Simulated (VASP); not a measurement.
Band structure of MgSe (space group Fm-3m). Calculation: modified Becke-Johnson potential (mBJ), VASP's PBE PAW potentials (set 64) (plane waves; VASP).

mBJ is a potential without an energy functional, so only the levels count.

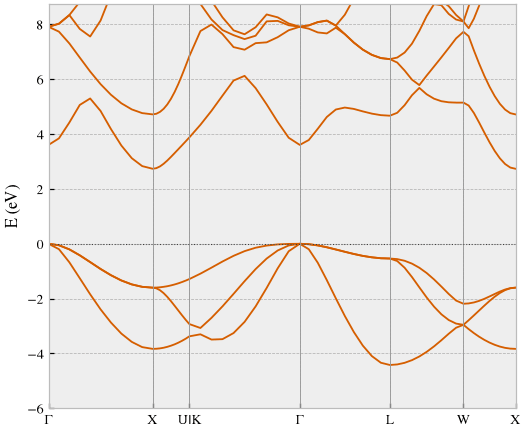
Bands along high-symmetry lines, zero at the valence-band maximum or, without a gap, the Fermi level

Task: Read the plot: is there a gap, and where are the band edges?

Result: The gap is indirect, 2.73 eV, from the valence maximum at Γ to the conduction minimum at X.

The structure comes from a computed database's MgSe entry (Fm-3m); how it stands against other phases isn't given here. It was relaxed first. The cell's shape comes from a PBE relaxation.
